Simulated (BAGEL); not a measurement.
# One shape, several levels: doublet [SiH2O2]+

Aim: a comparison of 5 runs (UHF/STO-3G, UHF/3-21G, ROHF/6-31G*, UHF/6-31G*, ROHF/aug-cc-pVDZ) of doublet [SiH2O2]+. 

The calculation is run with BAGEL 1.2.2.

1 further run of the same task is left out (set aside as unsound or not needed). Runs told in other sessions of the task aren't counted.

### 1 The molecule

The species is [SiH2O2]+ (5 atoms), meant as a doublet with charge +1. SMILES of the parent species: `O[Si]O`. The coordinates come from a PBE0-D4/def2-TZVP relaxation. This is one conformer, not always the lowest. That shape belongs to the parent species and isn't relaxed for this state.

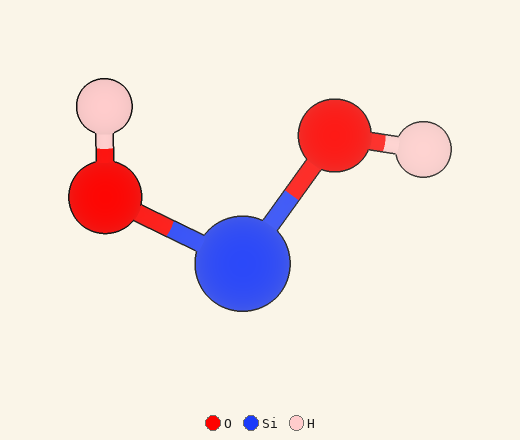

The structure, seen from a chosen angle (oxygen red, silicon blue, hydrogen pink).

### 2 A single-point energy at UHF/STO-3G (density fitting with qzvpp-jkfit) (run 1)

File calc.json:

```json
{ "bagel" : [

{
  "title" : "molecule",
  "basis" : "sto-3g",
  "df_basis" : "qzvpp-jkfit",
  "angstrom" : true,
  "geometry" : [
    { "atom" : "O", "xyz" : [   -1.443200,   -0.105600,   -0.275000 ] },
    { "atom" : "Si", "xyz" : [   -0.212000,   -0.791300,    0.567700 ] },
    { "atom" : "O", "xyz" : [    1.036000,    0.187500,    0.068600 ] },
    { "atom" : "H", "xyz" : [   -1.231900,    0.648900,   -0.836100 ] },
    { "atom" : "H", "xyz" : [    1.901100,   -0.013100,    0.433400 ] }
  ]
},
{
  "title" : "uhf",
  "charge" : 1,
  "nopen" : 1
},
{
  "title" : "print",
  "file" : "orbitals.molden",
  "orbitals" : true
}

]}
```

Launch:

```
$ BAGEL_NUM_THREADS=1 BAGEL calc.json > calc.out
```

What it wrote:

```text
* using 1 threads per process

  ===============================================================
  ===============================================================

  *** Geometry ***

  { "atom" : "O", "xyz" : [     -2.727253,     -0.199555,     -0.519675 ] },
  { "atom" : "Si", "xyz" : [     -0.400622,     -1.495340,      1.072798 ] },
  { "atom" : "O", "xyz" : [      1.957756,      0.354324,      0.129635 ] },
  { "atom" : "H", "xyz" : [     -2.327954,      1.226243,     -1.580000 ] },
  { "atom" : "H", "xyz" : [      3.592558,     -0.024755,      0.819007 ] },

  Number of auxiliary basis functions:      318

  Since a DF basis is specified, we compute 2- and 3-index integrals:
    o Being stored without compression. Storage requirement is 0.001 GB

  Number of basis functions:       21
  Number of electrons      :       32

    * METHOD: MOLECULE                             0.05

  *** Open-shell HF ***

  === Nuclear Repulsion ===
   103.6462536274

      * DIIS with orbital gradients will be used.

  === UHF iteration (sto-3g) ===
      0       -434.14042904          0.04610531           0.01
      1       -434.21779043          0.02316063           0.01
      2       -434.23289819          0.00912267           0.01
      3       -434.23623352          0.00153935           0.01
      4       -434.23693215          0.00098916           0.01
      5       -434.23729686          0.00086635           0.01
      6       -434.23775144          0.00056817           0.01
      7       -434.23798027          0.00031970           0.01
      8       -434.23803681          0.00012228           0.01
      9       -434.23804179          0.00008868           0.01
     10       -434.23804741          0.00002702           0.01
     11       -434.23804798          0.00000822           0.01
     12       -434.23804808          0.00000460           0.01
     13       -434.23804814          0.00000235           0.01
     14       -434.23804817          0.00000106           0.01
     15       -434.23804817          0.00000043           0.01
     16       -434.23804817          0.00000019           0.01
     17       -434.23804817          0.00000009           0.01
     18       -434.23804817          0.00000003           0.01
     19       -434.23804817          0.00000002           0.01
     20       -434.23804817          0.00000001           0.01
    * SCF iteration converged.

    * S^2 (UHF) is 0.7874

    * Permanent dipole moment:
           (   -0.896049,     0.581776,    -0.679845) a.u.

    * METHOD: UHF                                  0.19

    * METHOD: PRINT                                0.00

  ===============================================================
```

Run time: 0.36 s. Hardware: 1 thread of Arm Neoverse V2, shared host.

### 3 The energy at UHF/3-21G (density fitting with qzvpp-jkfit) (run 2)

File calc.json:

```json
{ "bagel" : [

{
  "title" : "molecule",
  "basis" : "3-21g",
  "df_basis" : "qzvpp-jkfit",
  "angstrom" : true,
  "geometry" : [
    { "atom" : "O", "xyz" : [      -1.443200,      -0.105600,      -0.275000 ] },
    { "atom" : "Si", "xyz" : [      -0.212000,      -0.791300,       0.567700 ] },
    { "atom" : "O", "xyz" : [       1.036000,       0.187500,       0.068600 ] },
    { "atom" : "H", "xyz" : [      -1.231900,       0.648900,      -0.836100 ] },
    { "atom" : "H", "xyz" : [       1.901100,      -0.013100,       0.433400 ] }
  ]
},

{
  "title" : "uhf",
  "charge" : 1,
  "nopen" : 1
},

{
  "title" : "print",
  "file" : "orbitals.molden",
  "orbitals" : true
}

]}
```

Launch:

```
$ BAGEL_NUM_THREADS=1 BAGEL calc.json > calc.out
```

What it wrote:

```text
* using 1 threads per process

  ===============================================================
  ===============================================================

  *** Geometry ***

  { "atom" : "O", "xyz" : [     -2.727253,     -0.199555,     -0.519675 ] },
  { "atom" : "Si", "xyz" : [     -0.400622,     -1.495340,      1.072798 ] },
  { "atom" : "O", "xyz" : [      1.957756,      0.354324,      0.129635 ] },
  { "atom" : "H", "xyz" : [     -2.327954,      1.226243,     -1.580000 ] },
  { "atom" : "H", "xyz" : [      3.592558,     -0.024755,      0.819007 ] },

  Number of auxiliary basis functions:      318

  Since a DF basis is specified, we compute 2- and 3-index integrals:
    o Being stored without compression. Storage requirement is 0.003 GB

  Number of basis functions:       35
  Number of electrons      :       32

    * METHOD: MOLECULE                             0.05

  *** Open-shell HF ***

  === Nuclear Repulsion ===
   103.6462536274

      * DIIS with orbital gradients will be used.

  === UHF iteration (3-21g) ===
      0       -437.00751189          0.08245542           0.01
      1       -437.12559395          0.05893955           0.01
      2       -437.16714677          0.03925322           0.01
      3       -437.19698192          0.00132718           0.02
      4       -437.19734032          0.00062368           0.01
      5       -437.19741194          0.00035026           0.02
      6       -437.19744630          0.00018043           0.02
      7       -437.19746738          0.00011719           0.02
      8       -437.19747557          0.00005286           0.02
      9       -437.19747714          0.00002791           0.02
     10       -437.19747747          0.00001314           0.02
     11       -437.19747757          0.00000685           0.02
     12       -437.19747760          0.00000467           0.02
     13       -437.19747761          0.00000142           0.02
     14       -437.19747761          0.00000074           0.02
     15       -437.19747761          0.00000035           0.02
     16       -437.19747761          0.00000015           0.02
     17       -437.19747761          0.00000006           0.02
     18       -437.19747761          0.00000003           0.02
     19       -437.19747761          0.00000002           0.02
     20       -437.19747761          0.00000001           0.02
    * SCF iteration converged.

    * S^2 (UHF) is 0.7630

    * Permanent dipole moment:
           (   -0.998661,     0.918850,    -0.976248) a.u.

    * METHOD: UHF                                  0.37

    * METHOD: PRINT                                0.00

  ===============================================================
```

Run time: 0.56 s. Hardware: 1 thread of Arm Neoverse V2, shared host.

Runs 3 to 4 aren't shown in full; the table further down has their settings and results.

### 4 The energy at ROHF/aug-cc-pVDZ (density fitting with qzvpp-jkfit) (run 5)

File job.json:

```json
{ "bagel" : [

{
  "title" : "molecule",
  "basis" : "aug-cc-pvdz.json",
  "df_basis" : "qzvpp-jkfit",
  "angstrom" : true,
  "geometry" : [
    { "atom" : "O", "xyz" : [      -1.443200,      -0.105600,      -0.275000 ] },
    { "atom" : "Si", "xyz" : [      -0.212000,      -0.791300,       0.567700 ] },
    { "atom" : "O", "xyz" : [       1.036000,       0.187500,       0.068600 ] },
    { "atom" : "H", "xyz" : [      -1.231900,       0.648900,      -0.836100 ] },
    { "atom" : "H", "xyz" : [       1.901100,      -0.013100,       0.433400 ] }
  ]
},

{ "title" : "rohf", "charge" : 1, "nopen" : 1 },

{ "title" : "print", "file" : "orbitals.molden", "orbitals" : true }

]}
```

The basis set aug-cc-pVDZ is read from a file made from the Basis Set Exchange's data (not shown).

Launch:

```
$ BAGEL_NUM_THREADS=1 BAGEL job.json > job.out
```

What it wrote:

```text
* using 1 threads per process

  ===============================================================
  ===============================================================

  *** Geometry ***

  { "atom" : "O", "xyz" : [     -2.727253,     -0.199555,     -0.519675 ] },
  { "atom" : "Si", "xyz" : [     -0.400622,     -1.495340,      1.072798 ] },
  { "atom" : "O", "xyz" : [      1.957756,      0.354324,      0.129635 ] },
  { "atom" : "H", "xyz" : [     -2.327954,      1.226243,     -1.580000 ] },
  { "atom" : "H", "xyz" : [      3.592558,     -0.024755,      0.819007 ] },

  Number of auxiliary basis functions:      318

  Since a DF basis is specified, we compute 2- and 3-index integrals:
    o Being stored without compression. Storage requirement is 0.021 GB

  Number of basis functions:       91
  Number of electrons      :       32

    * METHOD: MOLECULE                             0.09

  *** Open-shell HF ***

  === Nuclear Repulsion ===
   103.6462536274

      * DIIS with orbital gradients will be used.

  === ROHF iteration (aug-cc-pvdz.json) ===
      0       -439.21654359          0.04688621           0.06
      1       -439.38418482          0.04336906           0.06
      2       -439.48111933          0.02765771           0.06
      3       -439.58323376          0.00239483           0.05
      4       -439.58457393          0.00088945           0.06
      5       -439.58500569          0.00043643           0.06
      6       -439.58513106          0.00019008           0.05
      7       -439.58516989          0.00006988           0.05
      8       -439.58518850          0.00002535           0.06
      9       -439.58519380          0.00000905           0.06
     10       -439.58519500          0.00000495           0.05
     11       -439.58519475          0.00000124           0.06
     12       -439.58519476          0.00000060           0.06
     13       -439.58519475          0.00000027           0.06
     14       -439.58519476          0.00000011           0.05
     15       -439.58519477          0.00000004           0.05
     16       -439.58519477          0.00000001           0.06
     17       -439.58519478          0.00000001           0.06
    * SCF iteration converged.

    * S^2 (ROHF) is 0.7500

    * Permanent dipole moment:
           (   -0.747441,     0.866411,    -0.875166) a.u.

    * METHOD: ROHF                                 1.08

    * METHOD: PRINT                                0.01

  ===============================================================
```

Wall time 1.3 s (1 thread of Arm Neoverse V2, shared host).

### 5 Overview of the runs

```
run                                                                level  energy (Eh)   ⟨S²⟩  wall time
  1                        UHF/STO-3G (density fitting with qzvpp-jkfit)  -434.238048  0.787     0.36 s
  2                         UHF/3-21G (density fitting with qzvpp-jkfit)  -437.197478  0.763     0.56 s
  3  ROHF/6-31G* (density fitting with qzvpp-jkfit, spherical functions)  -439.532115  0.750     0.68 s
  4   UHF/6-31G* (density fitting with qzvpp-jkfit, spherical functions)  -439.534257  0.759     0.75 s
  5                  ROHF/aug-cc-pVDZ (density fitting with qzvpp-jkfit)  -439.585195  0.750      1.3 s
```

### 6 Results

| quantity | value |
| --- | --- |
| run 5: total energy | -439.58519 Eh |
| run 5: ⟨S²⟩ | 0.750 |

What this shows: In run 1 the basis is minimal, so the values are rough. All runs together took 3.7 s, the longest 1.3 s.
